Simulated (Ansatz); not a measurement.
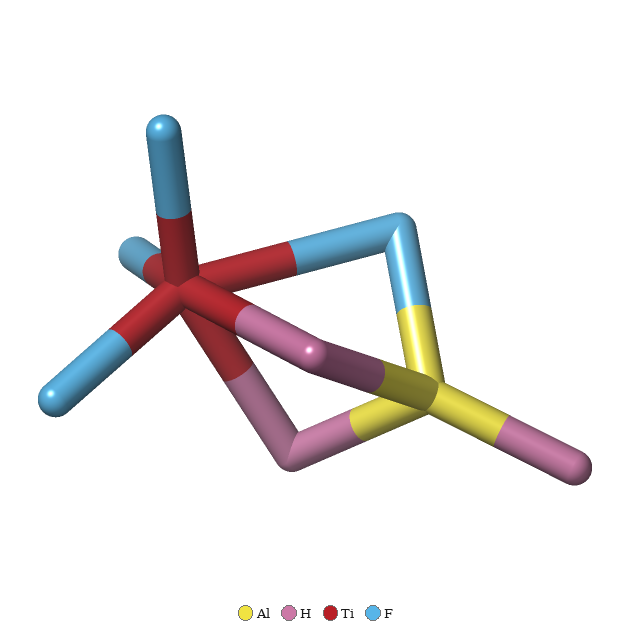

A stick model of a molecule.

The species is neutral and a spin singlet. The geometry was computed by an optimisation with PBE0-D4/def2-TZVP.

What does the picture show?

The molecule is AlF₄H₃Ti. This geometry has Cs symmetry. Coordination, clear cases only: 1 F bent.

More results for the same structure follow; atom numbers are the same in all pictures, views and colours differ.

**Electronic properties**

Properties computed with RKS PBE0-D4/def2-TZVPP (Ansatz 0.2.0).

What does the calculation give?

- HOMO energy (Kohn–Sham orbital): −9.37 eV
- LUMO energy (Kohn–Sham orbital): −3.19 eV
- HOMO–LUMO gap: 6.17 eV
- dispersion correction: −14.5 kJ/mol

**Vibrations**

Harmonic vibrations computed with RKS PBE0-D4/def2-TZVP (Ansatz 0.2.0) at a stationary point of the same level.

Question: How many vibrational modes are there, and where do they lie?

Answer: 21 modes: 118, 128, 133, 195, 215, 219, 224, 382, 407, 542, 657, 685, 741, 787, 793, 950, 967, 1125, 1613, 1721, 2030 cm⁻¹.

**Charges**

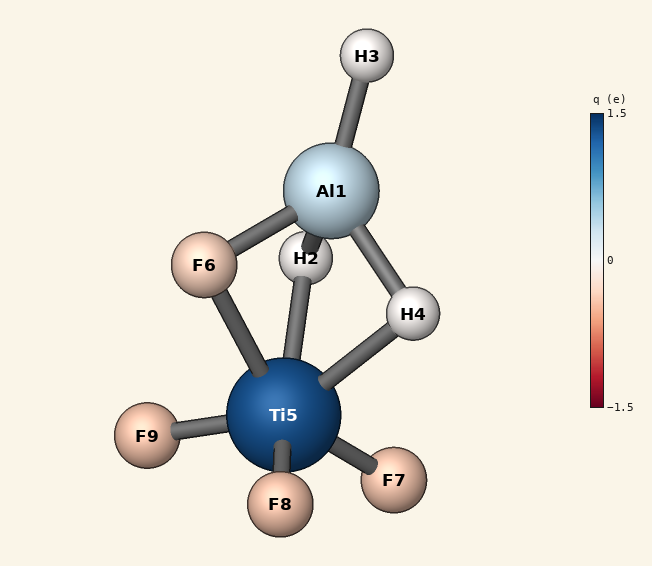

Atoms are coloured by their Mulliken charges. Level of theory: RKS PBE0-D4/def2-TZVP (Ansatz 0.2.0).

Give the Mulliken charges atom by atom.

```json
{"atom": "Al1", "value (e)": "0.36"}
{"atom": "H2", "value (e)": "−0.04"}
{"atom": "H3", "value (e)": "−0.04"}
{"atom": "H4", "value (e)": "−0.04"}
{"atom": "Ti5", "value (e)": "1.31"}
{"atom": "F6", "value (e)": "−0.34"}
{"atom": "F7", "value (e)": "−0.39"}
{"atom": "F8", "value (e)": "−0.40"}
{"atom": "F9", "value (e)": "−0.40"}
```

Mulliken values depend strongly on the basis set and can even reverse the polarity of a bond.
